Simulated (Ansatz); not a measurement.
**C2H3FInN: density, localisation and related maps**

The calculation's input:

```
crystal:
  periodic: [false, false, false]
  atoms:
    - {symbol: C, position_ang: [-1.375728, -0.622151, 0.046641]}
    - {symbol: In, position_ang: [0.654370, -0.050745, 0.210707]}
    - {symbol: F, position_ang: [1.828856, -1.119068, 1.338216]}
    - {symbol: C, position_ang: [1.791141, 1.521433, -0.621704]}
    - {symbol: N, position_ang: [2.350112, 2.403437, -1.111352]}
    - {symbol: H, position_ang: [-1.913463, 0.058117, -0.610766]}
    - {symbol: H, position_ang: [-1.822073, -0.611230, 1.040867]}
    - {symbol: H, position_ang: [-1.421115, -1.636894, -0.348408]}
basis:
  gaussian: {orbitals: def2-TZVPP}
hamiltonian: {xc: pbe0, dispersion: d4}
output: {orbitals: {seedname: orbitals}}
```

Run with:

```sh
ansatz run in.yaml --threads 2 --pin off --events-out ev --progress --plain --max-ram 32768MiB --backend cpu
```

Geometry: PBE0-D4/def2-TZVP; core potentials replace the inner electrons of In.

The calculation used RKS PBE0-D4/def2-TZVPP in Ansatz.

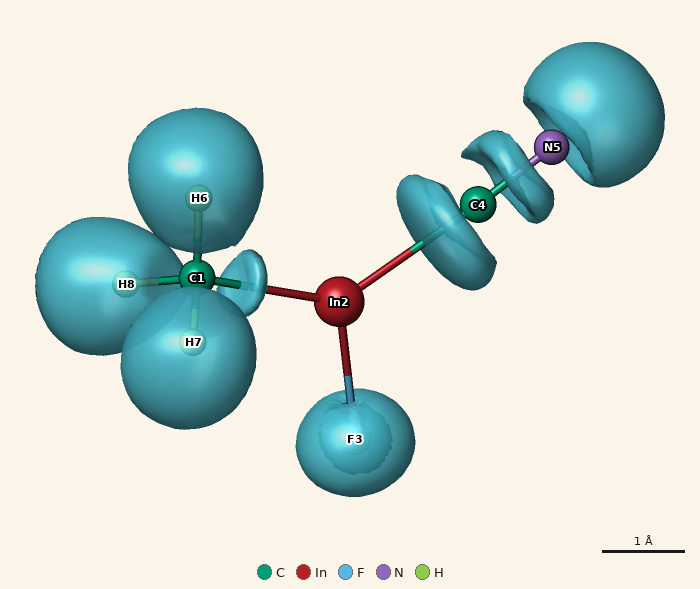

Figure 1. Isosurface of the electron localisation function at 0.8 (cyan), seen at a tilt. Core shells and regions of very low density are left out.

Where are the electrons localised?

Answer. The ELF exceeds this value in one region between bonded C–N atoms (shared pairs), three regions around hydrogen nuclei, two lobes of the valence shell of C pointing towards In (polar bonds), one lobe on N, pointing away from the bonds (lone pairs) and one region wrapped around F (its valence shell). Profiles from the grid: C–N (1.15 Å): the ELF peaks at about 0.85 between the atoms; a short, multiple covalent bond. In–F (1.95 Å): the ELF peaks at about 0.80 in the valence shell of F, 0.5 Å from its nucleus, and drops to about 0.15 between the two atoms.

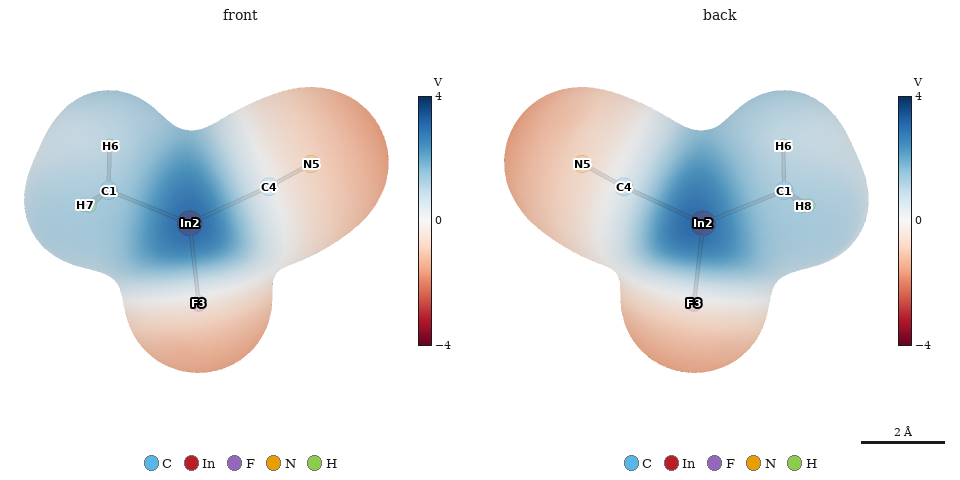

Figure 2. The electrostatic potential painted on the density surface at 0.001 e/bohr³, seen from the front and from behind; the colour scale runs from red (negative) to blue (positive).

Which sites attract a positive test charge, and which a negative one?

Answer. A positive charge is drawn to the negative regions and a negative charge to the positive ones. The most negative region (about −1.6 V) lies over N5, the most positive (about +3.1 V) over In2. N5 is the likeliest acceptor of a hydrogen bond.

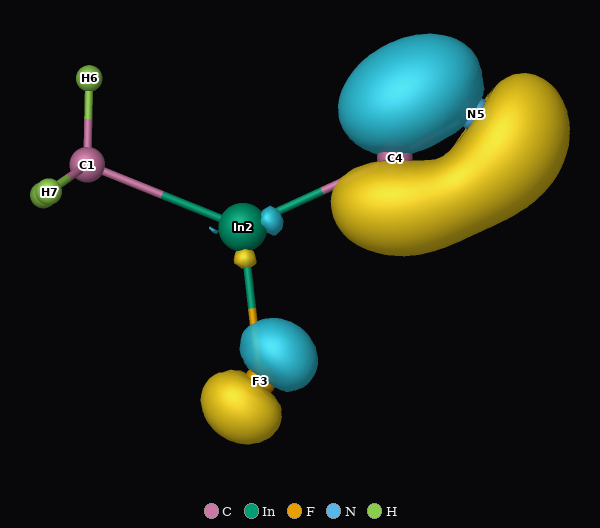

Figure 3. The HOMO−1 at ±0.15 Å⁻³ᐟ² (yellow and cyan are the two phases), seen across its widest extent.

Describe this orbital and give its energy.

Answer. Its weight (Hirshfeld) is mainly on N5 (about 50 %), C4 (about 35 %) and F3 (about 10 %). Its energy is −9.79 eV.
